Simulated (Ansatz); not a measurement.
```xyz
5

Cl    0.9384   -3.9682   -2.9898
Ge    1.4809   -1.3157   -2.6971
O    -0.3180   -1.5427   -2.0717
Si   -0.9808   -3.0160   -2.1636
H     2.1201   -1.6570   -1.2609
```

Geometry: B3LYP-D3(BJ)/def2-SVP.

Method: isolated molecule in a Gaussian basis; Kohn-Sham density functional theory, functional PBE0 in Ansatz.

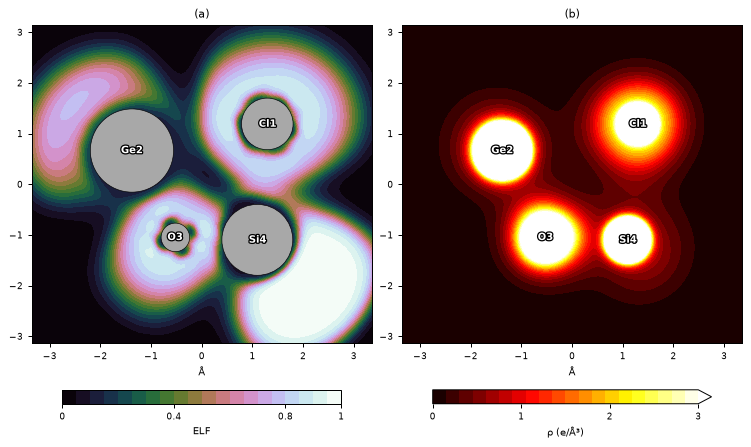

ClGeHOSi. (a) electron localisation function; (b) electron density on the plane of atoms Cl1, Si4 and O3. Grey discs cover the atomic cores in the ELF map.

**What does the map show?**

- Atoms in the plane: Cl, Ge, O and Si.
- Si–O (1.62 Å): ρ is about 1.3 e/Å³ halfway; the ELF peaks at about 0.85 between the atoms: a short, strongly polar bond.
- Ge–O (1.92 Å): ρ is about 0.71 e/Å³ halfway; the ELF peaks at about 0.85 in the valence shell of O, 0.6 Å from its nucleus, and is about 0.30 at the midpoint.
- Si–Cl (2.30 Å): ρ is about 0.57 e/Å³ halfway, with its minimum of 0.45 e/Å³ about 0.9 Å from Si; the ELF peaks at about 0.85 between the atoms, as expected for a shared but strongly polarised pair.
- The ELF also peaks beside Si4, O3 and Cl1, away from the bonds: lone-pair regions.
